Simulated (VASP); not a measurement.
Band structure of Cu2O (space group Fm-3m). These are PBE GGA, VASP's PBE PAW potentials (set 64) (plane waves; VASP) values and carry that method's errors.

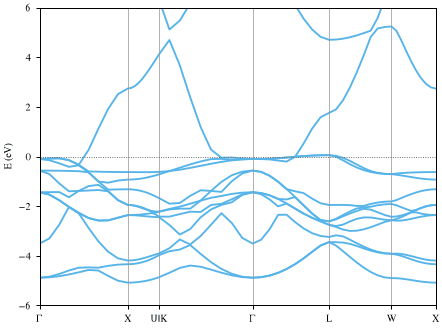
Figure. Bands along high-symmetry lines, zero at the valence-band maximum or, without a gap, the Fermi level

Task: Read the plot: is there a gap, and where are the band edges?

Result: It has no gap at this level: it comes out as a metal or semimetal.

The structure was generated: Cu2O was put into an ordered model structure, which need not be its known phase. The cell was not relaxed at this level.
